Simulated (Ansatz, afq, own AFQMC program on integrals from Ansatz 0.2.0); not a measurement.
# SiHO (quartet): quantum Monte Carlo beside coupled cluster at distance Si1–O2 = 4.777 Å, cc-pVDZ

Aim: compute SiHO (quartet) with auxiliary-field quantum Monte Carlo on the same integrals as coupled cluster, and set the energies side by side.

Program: Ansatz 0.2.0, Gaussian basis, and an in-house AFQMC program (afq) on its integrals; all values are calculated. Level of theory: cc-pVDZ, frozen cores. These are calculated values, not measurements.

The runs, in order: PBE (unrestricted); r2SCAN (unrestricted); PBE0 (unrestricted); B3LYP (unrestricted); wB97M-V (unrestricted); B2PLYP (unrestricted); CCSD(T) on UHF; CCSDT(Q) on UHF; Phaseless AFQMC, CISD trial on UHF.

## (1) The system

The geometry derives from a PBE0/def2-TZVP stationary point (not a proven minimum). One bond is set to the value named and the two fragments are kept rigid.

3 atoms, charge 0, spin multiplicity 4.

Atoms are counted from 1 here; the program's logs count them from 0.

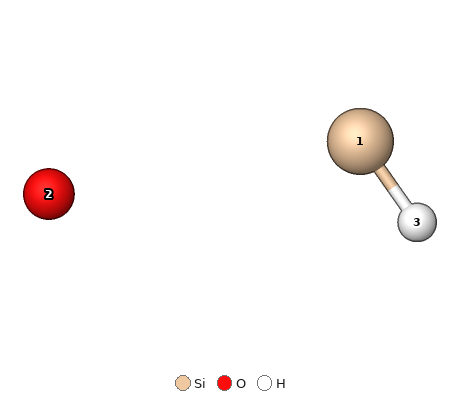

The geometry (silicon light orange, oxygen red, hydrogen white); atoms are numbered from 1 in the order of the file.

## (2) PBE (unrestricted)

The input, in.yaml:

```yaml
crystal:
  periodic: [false, false, false]
  atoms:
    - {symbol: Si, position_ang: [0.000000, -0.595926, 1.321554]}
    - {symbol: O, position_ang: [0.000000, -0.082083, -3.427730]}
    - {symbol: H, position_ang: [0.000000, 0.678009, 2.106177]}
basis:
  gaussian: {orbitals: cc-pVDZ}
magnetization: {spin_polarized: true, initial_magnetization: 3}
hamiltonian: {xc: {name: PBE}}
output: {orbitals: {seedname: orbitals}}
```

Run with:

```console
ansatz run in.yaml --threads 1 --pin off --events-out ev --progress --plain --max-ram 1382MiB
```

Standard output:

```text
Functional definition: PBE
  name "PBE"
  cite "Perdew, Burke & Ernzerhof, Phys. Rev. Lett. 77, 3865 (1996) doi:10.1103/PhysRevLett.77.3865"
  parent pbe
  parameter kappa = 0.804
  parameter beta = 0.06672455060314922
  exchange = pbe_x(kappa = kappa, mu = beta*pi^2/3)
  correlation = pbe_c(beta = beta)
431 factors; their error is unknown
mean field evaluation 1: about -9915.7442 eV, gradient 3.4e1 eV
mean field evaluation 2: about -9582.9410 eV, gradient 8.4e1 eV
mean field evaluation 4: about -9914.5079 eV, gradient 3.4e1 eV
mean field evaluation 8: about -9927.0071 eV, gradient 5.2e-1 eV
mean field evaluation 16: about -9926.9967 eV, gradient 3.3e-1 eV
mean field evaluation 32: about -9926.9974 eV, gradient 7.2e-3 eV
mean field evaluation 64: about -9916.7463 eV, gradient 2.6e1 eV
mean field evaluation 96: about -9927.0002 eV, gradient 8.5e-2 eV
mean field evaluation 128: about -9926.9952 eV, gradient 7.7e-2 eV
mean field evaluation 160: about -9927.0041 eV, gradient 1.6e-2 eV
mean field evaluation 192: about -9927.0013 eV, gradient 9.2e-2 eV
mean field evaluation 224: about -9926.9979 eV, gradient 3.9e-2 eV
mean field evaluation 256: about -9926.9945 eV, gradient 3.9e-3 eV
mean field -9927.00415794 eV, -364.8106740392 hartree, gradient 1.1e-6 eV, S^2 3.755745; 15 other end points of the search recorded, 0 dependent functions left out
reference -9927.00418765 eV, -364.8106751311 hartree; 13, 10 occupied and 24, 27 virtual orbitals, 431 factors
Total energy: -9927.00418765 eV, -364.8106751311 hartree
```

Run time: 9 s. Hardware: 1 thread of AMD EPYC 9R14 (Zen 4), shared host.

From the report: ⟨S²⟩ of the determinant 3.756 (pure quartet: 3.75).

## (3) r2SCAN (unrestricted)

Changes to in.yaml since step 2:

```diff
@@ -9,3 +9,2 @@
 magnetization: {spin_polarized: true, initial_magnetization: 3}
-hamiltonian: {xc: {name: PBE}}
-output: {orbitals: {seedname: orbitals}}
+hamiltonian: {xc: {name: r2SCAN}}
```

Same command.

Standard output (excerpt; [...] marks lines left out):

```text
Functional definition: r2SCAN
  name "r2SCAN"
  cite "Furness, Kaplan, Ning, Perdew & Sun, J. Phys. Chem. Lett. 11, 8208 (2020) doi:10.1021/acs.jpclett.0c02405"
  cite "Furness, Kaplan, Ning, Perdew & Sun, J. Phys. Chem. Lett. 11, 9248 (2020) doi:10.1021/acs.jpclett.0c03077"
  parent r2scan
[...]
431 factors; their error is unknown
[...]
mean field -9931.66325075 eV, -364.9818925421 hartree, gradient 7.6e-6 eV, S^2 3.760801; 10 other end points of the search recorded, 0 dependent functions left out
reference -9931.66325961 eV, -364.9818928675 hartree; 13, 10 occupied and 24, 27 virtual orbitals, 431 factors
Total energy: -9931.66325961 eV, -364.9818928675 hartree
```

It took 22 s on 1 thread of AMD EPYC 9R14 (Zen 4), shared host.

From the report: ⟨S²⟩ of the determinant 3.761 (pure quartet: 3.75).

## (4) PBE0 (unrestricted)

Changes to in.yaml since step 3:

```diff
@@ -9,2 +9,3 @@
 magnetization: {spin_polarized: true, initial_magnetization: 3}
-hamiltonian: {xc: {name: r2SCAN}}
+hamiltonian: {xc: {name: PBE0}}
+output: {orbitals: {seedname: orbitals}}
```

Launched as before.

Standard output (excerpt; [...] marks lines left out):

```text
Functional definition: PBE0
  name "PBE0"
  cite "Adamo & Barone, J. Chem. Phys. 110, 6158 (1999) doi:10.1063/1.478522"
  cite "Perdew, Burke & Ernzerhof, Phys. Rev. Lett. 77, 3865 (1996) doi:10.1103/PhysRevLett.77.3865"
  parent pbe
[...]
358 factors; integrals over basis functions are off by at most 5.6e-4 eV
[...]
mean field -9928.11274202 eV, -364.8514137528 hartree, gradient 7.4e-6 eV, S^2 3.757620; 4 other end points of the search recorded, 0 dependent functions left out
reference -9928.11276432 eV, -364.8514145721 hartree; 13, 10 occupied and 24, 27 virtual orbitals, 358 factors
Total energy: -9928.11276432 eV, -364.8514145721 hartree
```

It took 1.8 s on 1 thread of AMD EPYC 9R14 (Zen 4), shared host.

From the report: ⟨S²⟩ of the determinant 3.758 (pure quartet: 3.75).

## (5) B3LYP (unrestricted)

Changes to in.yaml since step 4:

```diff
@@ -9,3 +9,2 @@
 magnetization: {spin_polarized: true, initial_magnetization: 3}
-hamiltonian: {xc: {name: PBE0}}
-output: {orbitals: {seedname: orbitals}}
+hamiltonian: {xc: {name: B3LYP}}
```

The command is unchanged.

Standard output (excerpt; [...] marks lines left out):

```text
Functional definition: B3LYP
  name "B3LYP"
  cite "Stephens, Devlin, Chabalowski & Frisch, J. Phys. Chem. 98, 11623 (1994) doi:10.1021/j100096a001"
  cite "Becke, Phys. Rev. A 38, 3098 (1988) doi:10.1103/PhysRevA.38.3098"
  cite "Lee, Yang & Parr, Phys. Rev. B 37, 785 (1988) doi:10.1103/PhysRevB.37.785"
  cite "Vosko, Wilk & Nusair, Can. J. Phys. 58, 1200 (1980) doi:10.1139/p80-159"
[...]
358 factors; integrals over basis functions are off by at most 5.6e-4 eV
[...]
mean field -9934.17547758 eV, -365.0742151749 hartree, gradient 3.7e-6 eV, S^2 3.755877; 7 other end points of the search recorded, 0 dependent functions left out
reference -9934.17568674 eV, -365.0742228615 hartree; 13, 10 occupied and 24, 27 virtual orbitals, 358 factors
Total energy: -9934.17568674 eV, -365.0742228615 hartree
```

Wall time 5.5 s (1 thread of AMD EPYC 9R14 (Zen 4), shared host).

From the report: ⟨S²⟩ of the determinant 3.756 (pure quartet: 3.75).

## (6) wB97M-V (unrestricted)

Changes to in.yaml since step 5:

```diff
@@ -9,2 +9,3 @@
 magnetization: {spin_polarized: true, initial_magnetization: 3}
-hamiltonian: {xc: {name: B3LYP}}
+hamiltonian: {xc: {name: wB97M-V}}
+output: {orbitals: {seedname: orbitals}}
```

Same command.

Standard output (excerpt; [...] marks lines left out):

```text
Functional definition: wB97M-V
  name "wB97M-V"
  cite "Mardirossian & Head-Gordon, J. Chem. Phys. 144, 214110 (2016) doi:10.1063/1.4952647"
  cite "Becke, J. Chem. Phys. 107, 8554 (1997) doi:10.1063/1.475007"
  cite "Vydrov & Van Voorhis, J. Chem. Phys. 133, 244103 (2010) doi:10.1063/1.3521275"
  # Of w^i u^j: cxij and so on, Table III.
[...]
  gx(w, u) = 1 - cx + cx01*u + cx10*w
  gss(w, u) = css00 + css04*u^4 + css10*w + css20*w^2 + css43*w^4*u^3
  gos(w, u) = cos00 + cos10*w + (cos20 + cos21*u)*w^2 + (cos60 + cos61*u)*w^6
[...]
      + integral(e_c_pw_mod_opposite_spin*gos(b97_w_opposite, b97_u_opposite)) + vv10(b, c)
358 factors; integrals over basis functions are off by at most 5.6e-4 eV
108 factors; integrals over basis functions are off by at most 1.2e-4 eV
[...]
mean field -9932.39289742 eV, -365.0087065623 hartree, gradient 7.4e-6 eV, S^2 3.753639; 4 other end points of the search recorded, 0 dependent functions left out
reference -9932.39292702 eV, -365.0087076502 hartree; 13, 10 occupied and 24, 27 virtual orbitals, 358 factors
Total energy: -9932.39292702 eV, -365.0087076502 hartree
```

It took 9 s on 1 thread of AMD EPYC 9R14 (Zen 4), shared host.

From the report: ⟨S²⟩ of the determinant 3.754 (pure quartet: 3.75).

## (7) B2PLYP (unrestricted)

Changes to in.yaml since step 6:

```diff
@@ -9,3 +9,3 @@
 magnetization: {spin_polarized: true, initial_magnetization: 3}
-hamiltonian: {xc: {name: wB97M-V}}
-output: {orbitals: {seedname: orbitals}}
+hamiltonian: {xc: {name: B2PLYP}}
+correlation: {electrons: outside_noble_gas}
```

The command is unchanged.

Standard output (excerpt; [...] marks lines left out):

```text
Functional definition: B2PLYP
  name "B2PLYP"
  cite "Grimme, J. Chem. Phys. 124, 034108 (2006) doi:10.1063/1.2148954"
  cite "Becke, Phys. Rev. A 38, 3098 (1988) doi:10.1103/PhysRevA.38.3098"
  cite "Lee, Yang & Parr, Phys. Rev. B 37, 785 (1988) doi:10.1103/PhysRevB.37.785"
[...]
358 factors; integrals over basis functions are off by at most 5.6e-4 eV
[...]
mean field -9927.17449563 eV, -364.8169338338 hartree, gradient 2.3e-9 eV, S^2 3.759943; 6 other end points of the search recorded, 0 dependent functions left out
6 core orbitals not correlated: weight in the atoms' cores, before any rotation towards them, 1.000 or more for the frozen orbitals, at most 0.000 for the correlated occupied ones
reference -9927.17462835 eV, -364.8169387113 hartree; 7, 4 occupied and 24, 27 virtual orbitals, 358 factors
second order -5.50207551 eV of doubles, -0.00000000 eV of singles
Total energy: -9928.66018874 eV, -364.8715320487 hartree
```

Run time: 3.4 s. Hardware: 1 thread of AMD EPYC 9R14 (Zen 4), shared host.

From the report: ⟨S²⟩ of the determinant 3.760 (pure quartet: 3.75).

## (8) CCSD(T) on UHF

Changes to in.yaml since step 7:

```diff
@@ -9,3 +9,2 @@
 magnetization: {spin_polarized: true, initial_magnetization: 3}
-hamiltonian: {xc: {name: B2PLYP}}
-correlation: {electrons: outside_noble_gas}
+correlation: {method: ccsd_t, electrons: outside_noble_gas, hamiltonian_folder: ham}
```

Launched as before.

Standard output (excerpt; [...] marks lines left out):

```text
Functional definition: HF
  name "HF"
  cite "Fock, Z. Phys. 61, 126 (1930) doi:10.1007/BF01340294"
  parent pbe
[...]
358 factors; integrals over basis functions are off by at most 5.6e-4 eV
[...]
mean field -9910.96955741 eV, -364.2214133382 hartree, gradient 2.1e-8 eV, S^2 3.771854; 54 other end points of the search recorded, 0 dependent functions left out
determinant -9910.96955741 eV, -364.2214133382 hartree, with singles and doubles -9916.57876710 eV, -364.4275479925 hartree
determinant -9910.96301066 eV, -364.2211727497 hartree, with singles and doubles -9916.57224367 eV, -364.4273082607 hartree
determinant -9910.96146851 eV, -364.2211160769 hartree, with singles and doubles -9916.57083204 eV, -364.4272563842 hartree
determinant -9910.96144844 eV, -364.2211153393 hartree, with singles and doubles -9916.57080756 eV, -364.4272554848 hartree
[...]
determinant -9910.96144844 eV, -364.2211153393 hartree, with singles and doubles -9916.57081763 eV, -364.4272558548 hartree
determinant -9910.95820011 eV, -364.2209959655 hartree, with singles and doubles -9916.56791791 eV, -364.4271492919 hartree
determinant -9910.95730994 eV, -364.2209632523 hartree, with singles and doubles -9916.56752683 eV, -364.4271349201 hartree
determinant -9910.95595140 eV, -364.2209133267 hartree, with singles and doubles -9916.56678037 eV, -364.4271074880 hartree
6 core orbitals not correlated: weight in the atoms' cores, before any rotation towards them, 1.000 or more for the frozen orbitals, at most 0.000 for the correlated occupied ones
reference -9910.96955741 eV, -364.2214133382 hartree; 7, 4 occupied and 24, 27 virtual orbitals, 358 factors
second order -4.53784122 eV of doubles, -0.00000000 eV of singles
cycle   1  -5.60932164 eV  change    3.3e-6 eV  update   7.8e-6
perturbative correction -0.06519623 eV, -0.0023959173 hartree
Total energy: -9916.64407528 eV, -364.4299480236 hartree
```

Wall time 11 s (1 thread of AMD EPYC 9R14 (Zen 4), shared host).

From the report: ⟨S²⟩ of the determinant 3.772 (pure quartet: 3.75); correlation -5.6745 eV; T1 0.012; largest double amplitude 0.08.

This run also writes the integrals to the folder ham.

## (9) CCSDT(Q) on UHF

Changes to in.yaml since step 8:

```diff
@@ -9,2 +9,2 @@
 magnetization: {spin_polarized: true, initial_magnetization: 3}
-correlation: {method: ccsd_t, electrons: outside_noble_gas, hamiltonian_folder: ham}
+correlation: {method: ccsdt_q, electrons: outside_noble_gas}
```

Same command.

Standard output (excerpt; [...] marks lines left out):

```text
Functional definition: HF
  name "HF"
  cite "Fock, Z. Phys. 61, 126 (1930) doi:10.1007/BF01340294"
  parent pbe
[...]
592 factors; integrals over basis functions are off by at most 1.8e-7 eV
[...]
mean field -9910.96957902 eV, -364.2214141325 hartree, gradient 2.1e-8 eV, S^2 3.771857; 53 other end points of the search recorded, 0 dependent functions left out
determinant -9910.96957902 eV, -364.2214141325 hartree, with singles and doubles -9916.57880238 eV, -364.4275492888 hartree
determinant -9910.96305103 eV, -364.2211742332 hartree, with singles and doubles -9916.57229752 eV, -364.4273102397 hartree
determinant -9910.96150889 eV, -364.2211175606 hartree, with singles and doubles -9916.57088617 eV, -364.4272583734 hartree
determinant -9910.96148858 eV, -364.2211168145 hartree, with singles and doubles -9916.57086164 eV, -364.4272574721 hartree
[...]
determinant -9910.95821825 eV, -364.2209966319 hartree, with singles and doubles -9916.56795036 eV, -364.4271504846 hartree
determinant -9910.95732918 eV, -364.2209639592 hartree, with singles and doubles -9916.56751312 eV, -364.4271344162 hartree
determinant -9910.95599726 eV, -364.2209150120 hartree, with singles and doubles -9916.56684044 eV, -364.4271096957 hartree
6 core orbitals not correlated: weight in the atoms' cores, before any rotation towards them, 1.000 or more for the frozen orbitals, at most 0.000 for the correlated occupied ones
reference -9910.96957902 eV, -364.2214141325 hartree; 7, 4 occupied and 24, 27 virtual orbitals, 592 factors
second order -4.53786756 eV of doubles, -0.00000000 eV of singles
cycle   1  -5.30588851 eV  change   -7.7e-1 eV  update   6.8e-2
[...]
cycle 137  -5.69219442 eV  change    2.8e-8 eV  update   1.4e-6
perturbative correction -0.00311425 eV, -0.0001144467 hartree
Total energy: -9916.66488770 eV, -364.4307128660 hartree
```

Run time: 57 s. Hardware: 1 thread of AMD EPYC 9R14 (Zen 4), shared host; peak memory 0.33 GiB.

From the report: ⟨S²⟩ of the determinant 3.772 (pure quartet: 3.75); correlation -5.6953 eV; T1 0.014; largest double amplitude 0.09.

## (10) Phaseless AFQMC, CISD trial on UHF

It reads the integrals that the CCSD(T) run on this determinant wrote.

Run with:

```console
afq ham --method phaseless --trial cisd --walkers 60 --populations 1 --least-time 40 --time-step 0.005 --steps-per-block 50 --equilibration-blocks 40 --max-blocks 300 --target-error 0.0008 --factor-cut 1e-05 --start spin_pure --seed 9719 --release-times 0.24,0.51,0.99,1.62,2.4 --release-step 0.03 --release-every 4 --taylor-order 6
```

Standard output:

```text
orbitals 31  electrons 7 4  factors 186 of 358
reference energy -364.22141334 Eh
CCSD correlation -0.20613853 Eh in 27 cycles, weight of the determinant in the CISD state 0.8989
energy of the start -364.426897 Eh
 block  time / (1/Eh)  mean weight  energy / Eh
     1     0.250  1.0011  -364.425419
     2     0.500  1.0005  -364.425625
     3     0.750  1.0014  -364.426327
     4     1.000  0.9995  -364.427434
     5     1.250  0.9987  -364.428066
     6     1.500  0.9981  -364.431397
     7     1.750  0.9982  -364.430426
     8     2.000  1.0011  -364.430522
     9     2.250  0.9980  -364.428329
    10     2.500  1.0005  -364.428470
    11     2.750  1.0000  -364.426733
    16     4.000  1.0004  -364.432453
    21     5.250  1.0011  -364.429005
    26     6.500  0.9987  -364.427700
    31     7.750  0.9975  -364.429437
    36     9.000  0.9992  -364.429790
    41    10.250  0.9981  -364.425859
    46    11.500  1.0008  -364.429038
    51    12.750  0.9998  -364.431729
    56    14.000  0.9966  -364.432356
    61    15.250  0.9992  -364.431497
    66    16.500  0.9977  -364.432477
    71    17.750  1.0025  -364.429196
    76    19.000  0.9995  -364.429859
    81    20.250  1.0020  -364.433765
    86    21.500  0.9998  -364.434899
    91    22.750  0.9998  -364.427662
    96    24.000  0.9993  -364.427659
   101    25.250  1.0037  -364.427867
   106    26.500  1.0003  -364.429705
   111    27.750  0.9994  -364.429301
   116    29.000  0.9998  -364.429705
   121    30.250  1.0018  -364.427000
   126    31.500  1.0005  -364.428624
   131    32.750  0.9998  -364.430569
   136    34.000  0.9999  -364.429074
   141    35.250  1.0035  -364.431360
   146    36.500  0.9990  -364.430106
   151    37.750  1.0006  -364.428969
   156    39.000  0.9991  -364.435000
   161    40.250  1.0016  -364.434704
   166    41.500  0.9993  -364.429141
   171    42.750  0.9982  -364.432495
   176    44.000  0.9987  -364.436656
   181    45.250  1.0000  -364.429159
   186    46.500  1.0018  -364.429145
   191    47.750  1.0019  -364.431010
   196    49.000  1.0005  -364.427691
blocks merged  error / Eh  count
     1  0.000215  160
     2  0.000260  80
     4  0.000305  40
     8  0.000366  20
    16  0.000409  10
released: time / (1/Eh)  energy / Eh  error  mean overlap
  0.24  -364.431074  0.000571  1.0200
  0.51  -364.430755  0.000462  1.0140
  0.99  -364.430258  0.000425  1.0509
  1.62  -364.430574  0.000505  1.0623
  2.40  -364.430461  0.000535  1.0628
energy -364.430484 +/- 0.000366 Eh
```

Wall time 94 s (1 thread of AMD EPYC 9R14 (Zen 4), shared host).

Energy -9916.6587 ± 0.0099 eV. Caveats: constraint bias not in the error.

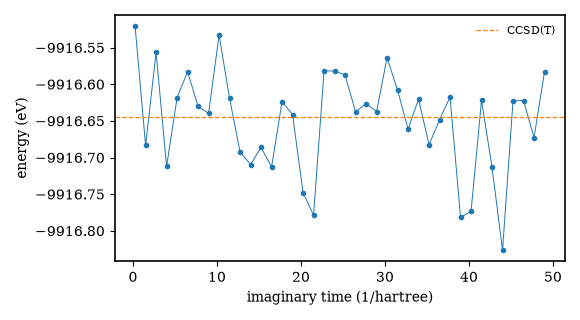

Block energies along the walk.

## (11) AFQMC on the ladder

On the UHF determinant, counted from CCSDT(Q) (a yardstick, not exact):

```
                                              level  energy (eV)  from CCSDT(Q) (meV)  statistical error (meV)  time
                                                 HF   -9910.9696              +5695.3                               
                                                MP2   -9915.5074              +1157.5                               
                                               CCSD   -9916.5789                +86.0                               
                                            CCSD(T)   -9916.6441                +20.8                               
                                           CCSDT(Q)   -9916.6649                  0.0                               
Phaseless AFQMC, CISD trial, step 0.005, 60 walkers   -9916.6587                 +6.2                      9.9  94 s
```

The functionals' totals stand on their own zeros and serve differences with other points: PBE -9927.004 eV; r2SCAN -9931.663 eV; PBE0 -9928.113 eV; B3LYP -9934.176 eV; wB97M-V -9932.393 eV; B2PLYP -9928.660 eV.

## (12) Summary of results

| quantity | value |
| --- | --- |
| CCSD(T) on UHF from CCSDT(Q) | +20.8 meV |
| Phaseless AFQMC, CISD trial on UHF from CCSDT(Q) | +6.2 ± 9.9 meV |

In words: On UHF the phaseless walk with the CISD trial lies +6.2 meV from CCSDT(Q), within three error bars. Error bars are statistical and leave out the constraint, the time step and what remains of the start.
